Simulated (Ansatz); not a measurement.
# Rhodium, omega (AlB2-type) under m-r²SCAN: structure, energy and stiffness, part 3 of 3

The plan for rhodium in the omega (AlB2-type) structure: relax it, solve it on a dense k-mesh, then scale the cell to 7 volumes from 88 to 112 % of the relaxed one and try a fit of the equation of state. The start is ferromagnetic. The k-meshes are 9×9×12 for the relaxation; 11×11×16 for the dense run; 10×10×13 for the volumes.

Ansatz 0.2.0; DFT, m-r2SCAN, plane waves (500 eV) with PAW, scalar-relativistic. Earlier steps stand in the parts before.

### 7 Volume × 1.0

The input, input.yaml:

```yaml
crystal:
  lattice:
    - [4.3003668392, 0.0, 0.0]
    - [-2.1501834196, 3.7242269284, 0.0]
    - [0.0, 0.0, 2.6394011735]
  atoms:
    - { symbol: Rh, position: [1.0, 1.0, 0.0], spin: 1.0 }
    - { symbol: Rh, position: [0.3333333333, 0.6666666667, 0.5], spin: 1.0 }
    - { symbol: Rh, position: [0.6666666667, 0.3333333333, 0.5], spin: 1.0 }
hamiltonian:
  xc: mr2scan
  pseudopotentials:
    kind: paw
    azcp:
      Rh: "pseudopotentials/Rh.paw.azcp"
basis:
  ecutwfc: 500
  fft_grid_basis: typed
kpoints:
  mp_grid: { grid: [10, 10, 13], shift: [0, 0, 0] }
magnetization:
  spin_polarized: true
scf:
  occupations: { method: fermi_dirac, width: 0.05 }
  lower_state_search: "off"
output:
  stress: true
```

Command:

```sh
> ansatz run input.yaml --threads 2 --pin off --max-ram 6144MiB --backend cpu --events-out ev --progress --plain --runs-dir out
```

The log of the run, shortened:

```text
Warning: RAYON_NUM_THREADS=2 ignored (pool sized by the plan → 2); use --threads N
[...]
Pseudopotentials: kind: paw
Pseudopotential: Rh, paw, valence charge 17, recommended cutoff 500 eV (meta_gga), <dir>
Functional definition: m-r2SCAN
[...]
Crystal: 3 atoms, lattice volume = 42.271 Å³
Basis set: ecut = 500 eV, 1095 PW (Γ), exchange–correlation on 128×128×80 points (64 copies of the dense FFT grid, shifted against one another)
Bands: 33, of which v1, the nominal top of the filled ones, is band 26 counted from 1 (25 counted from 0)
Symmetry: 24 space group operations
[...]
WARN: the starting moments were not kept: the SCF closed with an absolute magnetisation of 5.9e-5 μB, where they sum to 3 μB in size (3 sites). That is at most 0.1 of that sum. Measured as dr2_m measures the in/out step, that magnetisation stands 1.1e-9 eV from none, at or under the [...]
Absolute magnetization: 0.0001 μB (∫|ρ↑−ρ↓|, with the PAW one-centre terms)
Spin contamination: 0.0000 ħ² per cell (⟨S²⟩ above its minimum at these occupations)
Per-site moments (μB) at R_I (Å): [(-9.737951368393526e-6, 1.0887529840687502), (-2.3101324209653537e-5, 1.024162405301666), (-2.3101324209650074e-5, 1.024162405301666)]
Free energy (F): -19245.133870 eV
[...]
E sigma→0 (E₀):  -19245.111079 eV
Entropy (-TS):   -0.045582 eV (-15.194 meV/atom)
Fermi energy:    21.551991 eV
[...]
--- Stress (GPa, compression-positive) ---
        0.370773      -0.000000       0.000000
       -0.000000       0.370773       0.000000
        0.000000       0.000000      -0.831896
  P = ⅓ Tr σ = -0.0301 GPa (-0.301 kbar)
```

Run time: 45 s. Hardware: 2 threads of Arm Neoverse V1, shared host; peak memory 0.56 GiB.

### 8 Volume × 1.04

input.yaml, as its differences from that of step 7:

```diff
@@ -2,5 +2,5 @@
   lattice:
-    - [4.3003668392, 0.0, 0.0]
-    - [-2.1501834196, 3.7242269284, 0.0]
-    - [0.0, 0.0, 2.6394011735]
+    - [4.3569571031, 0.0, 0.0]
+    - [-2.1784785516, 3.7732355344, 0.0]
+    - [0.0, 0.0, 2.6741341194]
   atoms:
```

Command:

```sh
> ansatz run input.yaml --threads 2 --pin off --max-ram 6144MiB --backend cpu --events-out ev --progress --plain --runs-dir out
```

The log of the run, shortened:

```text
Warning: RAYON_NUM_THREADS=2 ignored (pool sized by the plan → 2); use --threads N
[...]
[... 3 set-up lines as earlier in the session ...]
[...]
Crystal: 3 atoms, lattice volume = 43.962 Å³
Basis set: ecut = 500 eV, 1119 PW (Γ), exchange–correlation on 128×128×80 points (64 copies of the dense FFT grid, shifted against one another)
Bands: 33, of which v1, the nominal top of the filled ones, is band 26 counted from 1 (25 counted from 0)
[... 1 set-up line as earlier in the session ...]
[...]
WARN: the starting moments were not kept: the SCF closed with an absolute magnetisation of 2.1e-4 μB, where they sum to 3 μB in size (3 sites). That is at most 0.1 of that sum. Measured as dr2_m measures the in/out step, that magnetisation stands 1.1e-8 eV from none, at or under the [...]
Absolute magnetization: 0.0002 μB (∫|ρ↑−ρ↓|, with the PAW one-centre terms)
Spin contamination: 0.0000 ħ² per cell (⟨S²⟩ above its minimum at these occupations)
Per-site moments (μB) at R_I (Å): [(9.716773538968032e-5, 1.1030803242525), (5.503265559856055e-5, 1.0376397719715027), (5.5032655598677625e-5, 1.0376397719715027)]
Free energy (F): -19245.082270 eV
[...]
E sigma→0 (E₀):  -19245.057975 eV
Entropy (-TS):   -0.048589 eV (-16.196 meV/atom)
Fermi energy:    20.472967 eV
[...]
--- Stress (GPa, compression-positive) ---
       -9.268359      -0.000000       0.000000
       -0.000000      -9.268359       0.000000
        0.000000       0.000000      -9.548085
  P = ⅓ Tr σ = -9.3616 GPa (-93.616 kbar)
```

Run time: 48 s. Hardware: 2 threads of Arm Neoverse V1, shared host; peak memory 0.56 GiB.

### 9 Volume × 1.08

input.yaml, as its differences from that of step 8:

```diff
@@ -2,5 +2,5 @@
   lattice:
-    - [4.3569571031, 0.0, 0.0]
-    - [-2.1784785516, 3.7732355344, 0.0]
-    - [0.0, 0.0, 2.6741341194]
+    - [4.4121143142, 0.0, 0.0]
+    - [-2.2060571571, 3.8210030805, 0.0]
+    - [0.0, 0.0, 2.7079875122]
   atoms:
```

Command:

```sh
> ansatz run input.yaml --threads 2 --pin off --max-ram 6144MiB --backend cpu --events-out ev --progress --plain --runs-dir out
```

The log of the run, shortened:

```text
Warning: RAYON_NUM_THREADS=2 ignored (pool sized by the plan → 2); use --threads N
[...]
[... 3 set-up lines as earlier in the session ...]
[...]
Crystal: 3 atoms, lattice volume = 45.653 Å³
Basis set: ecut = 500 eV, 1137 PW (Γ), exchange–correlation on 144×144×80 points (64 copies of the dense FFT grid, shifted against one another)
Bands: 33, of which v1, the nominal top of the filled ones, is band 26 counted from 1 (25 counted from 0)
[... 1 set-up line as earlier in the session ...]
[...]
WARN: the starting moments were not kept: the SCF closed with an absolute magnetisation of 1.5e-4 μB, where they sum to 3 μB in size (3 sites). That is at most 0.1 of that sum. Measured as dr2_m measures the in/out step, that magnetisation stands 6.1e-9 eV from none, at or under the [...]
Absolute magnetization: 0.0002 μB (∫|ρ↑−ρ↓|, with the PAW one-centre terms)
Spin contamination: 0.0000 ħ² per cell (⟨S²⟩ above its minimum at these occupations)
Per-site moments (μB) at R_I (Å): [(7.601533716434031e-5, 1.1170448487825), (3.65968138073935e-5, 1.0507758471372466), (3.659681380745983e-5, 1.0507758471372466)]
Free energy (F): -19244.943556 eV
[...]
E sigma→0 (E₀):  -19244.917754 eV
Entropy (-TS):   -0.051605 eV (-17.202 meV/atom)
Fermi energy:    19.475603 eV
[...]
--- Stress (GPa, compression-positive) ---
      -16.772567      -0.000000       0.000000
       -0.000000     -16.772567       0.000000
        0.000000       0.000000     -16.310155
  P = ⅓ Tr σ = -16.6184 GPa (-166.184 kbar)
```

Wall time 58 s (2 threads of Arm Neoverse V1, shared host); peak memory 0.6 GiB.

### 10 Volume × 1.12

input.yaml, as its differences from that of step 9:

```diff
@@ -2,5 +2,5 @@
   lattice:
-    - [4.4121143142, 0.0, 0.0]
-    - [-2.2060571571, 3.8210030805, 0.0]
-    - [0.0, 0.0, 2.7079875122]
+    - [4.4659258897, 0.0, 0.0]
+    - [-2.2329629449, 3.8676052719, 0.0]
+    - [0.0, 0.0, 2.7410150052]
   atoms:
```

Command:

```sh
> ansatz run input.yaml --threads 2 --pin off --max-ram 6144MiB --backend cpu --events-out ev --progress --plain --runs-dir out
```

The log of the run, shortened:

```text
Warning: RAYON_NUM_THREADS=2 ignored (pool sized by the plan → 2); use --threads N
[...]
[... 3 set-up lines as earlier in the session ...]
[...]
Crystal: 3 atoms, lattice volume = 47.344 Å³
Basis set: ecut = 500 eV, 1179 PW (Γ), exchange–correlation on 144×144×80 points (64 copies of the dense FFT grid, shifted against one another)
Bands: 33, of which v1, the nominal top of the filled ones, is band 26 counted from 1 (25 counted from 0)
[... 1 set-up line as earlier in the session ...]
[...]
WARN: the starting moments were not kept: the SCF closed with an absolute magnetisation of 2.0e-4 μB, where they sum to 3 μB in size (3 sites). That is at most 0.1 of that sum. Measured as dr2_m measures the in/out step, that magnetisation stands 9.9e-9 eV from none, at or under the [...]
Absolute magnetization: 0.0002 μB (∫|ρ↑−ρ↓|, with the PAW one-centre terms)
Spin contamination: 0.0000 ħ² per cell (⟨S²⟩ above its minimum at these occupations)
Per-site moments (μB) at R_I (Å): [(-5.1186648393673836e-5, 1.130668689645), (-7.071026200926957e-5, 1.063591449772338), (-7.071026200935497e-5, 1.063591449772338)]
Free energy (F): -19244.737287 eV
[...]
E sigma→0 (E₀):  -19244.709978 eV
Entropy (-TS):   -0.054619 eV (-18.206 meV/atom)
Fermi energy:    18.550809 eV
[...]
--- Stress (GPa, compression-positive) ---
      -22.574258      -0.000000      -0.000000
       -0.000000     -22.574258       0.000000
       -0.000000       0.000000     -21.535876
  P = ⅓ Tr σ = -22.2281 GPa (-222.281 kbar)
```

Wall time 63 s (2 threads of Arm Neoverse V1, shared host); peak memory 0.61 GiB.

### 11 Fitting the volumes

The cell was scaled evenly, with its shape and the fractional positions fixed.

```
V (Å³/atom)  E − E₀ (meV/atom)  P from the stress (GPa)  P from the fit (GPa)
     12.400              214.7                    46.63                 46.59
     12.963               86.7                    27.17                 27.02
     13.527               19.5                    11.92                 11.76
     14.090                0.0                    -0.03                 -0.16
     14.654               17.7                    -9.36                 -9.48
     15.218               64.4                   -16.62                -16.76
     15.781              133.7                   -22.23                -22.42
```

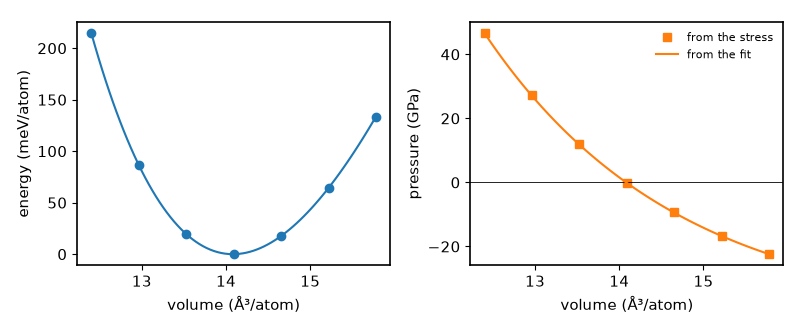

Energy and pressure against volume; the lines are the Birch-Murnaghan fit.

Fit (Birch-Murnaghan, third order): V₀ = 14.082 Å³/atom, B₀ = 264 GPa, B₀′ = 5.2, largest residual 0.06 meV/atom.

The fit is made to E(σ → 0), while the stress belongs to the free energy F; that is one source of the offset between the two pressures.

### 12 What came out

The summary covers parts 1 to 3.

| quantity | value |
| --- | --- |
| space group (spins left aside) | P6/mmm (No. 191) |
| conventional cell | a = 4.300 Å, c = 2.639 Å (c/a = 0.614) |
| volume | 14.090 Å³/atom |
| shortest distance | 2.483 Å |
| gap on the mesh | none (levels filled in part) |
| magnetic state | non-magnetic |
| relative to fcc | +237 meV/atom |
| V₀, B₀, B₀′ | 14.082 Å³/atom, 264 GPa, 5.2 |

**Reading.** From the guessed start the volume grew by 2.5 % in 5 steps. Against the reference form of rhodium (fcc, computed apart with the same settings) it stands 237 meV/atom higher, so it is far from stable. The moments die out: the run ends non-magnetic. Levels at the Fermi energy are filled in part, as in a metal. B₀ comes out at 264 GPa; letting shape and positions relax at each volume could only lower it. The symmetry was held, so the structure may be unstable against distortions that break it.
